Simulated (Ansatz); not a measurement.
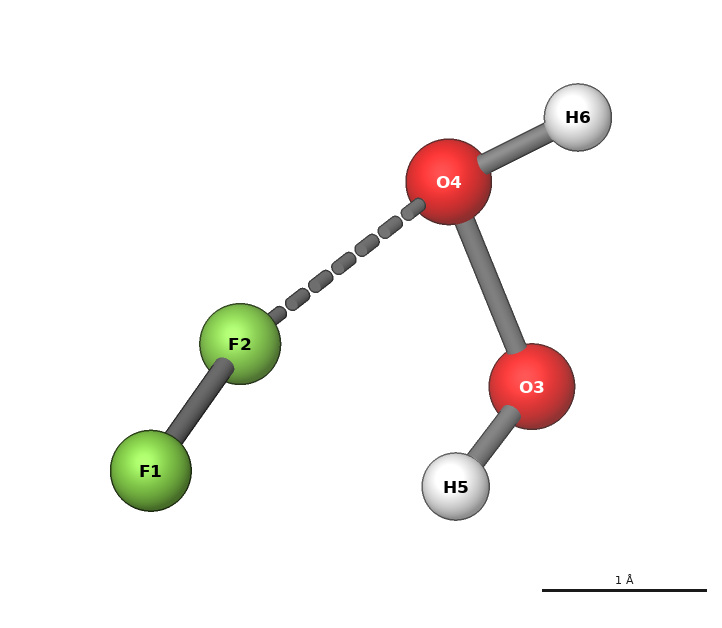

Two molecules or ions; the broken line marks their closest contact (measured against van der Waals radii). The geometry was computed by an optimisation with PBE0-D4/def2-TZVP. Program: Ansatz 0.2.0.

Q: Which two species are they?

A: F2 and H2O2 (`FF.OO`).

Q: How long is the contact?

A: F2···O4 is 2.59 Å.

Give the counterpoise-corrected interaction energy (kcal/mol, monomers kept as in the pair) with CCSD(T)/CBS (MP2 limit from def2-TZVPPD and def2-QZVPPD plus CCSD(T) − MP2); RHF-CCSD(T) (frozen core)/def2-TZVPPD.

```json
{"level": "CCSD(T)/CBS (MP2 limit from def2-TZVPPD and def2-QZVPPD plus CCSD(T) − MP2)", "interaction energy (kcal/mol)": "−1.1"}
{"level": "RHF-CCSD(T) (frozen core)/def2-TZVPPD", "interaction energy (kcal/mol)": "−0.9"}
```
